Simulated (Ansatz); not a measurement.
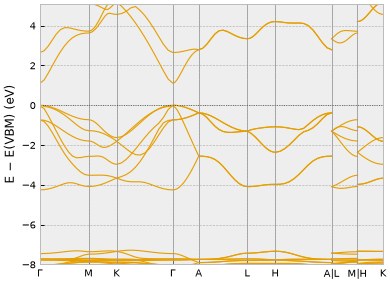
Fig. 1. Band structure from DFT-r²SCAN in the program Ansatz with PAW potentials

**Question.** Read off the gap and where the band edges lie.

**Answer.** About 1.1 eV (1.10 eV by a search for the band edges); maximum at Γ, minimum at Γ.

The material is CdSe (wurtzite, space group No. 186).

Space group P6_3mc (wurtzite). The cell was relaxed with r²SCAN under the symmetry of its start. Spin–orbit coupling is left out wherever it is not named.

Potentials: the later of the program's two PAW sets.
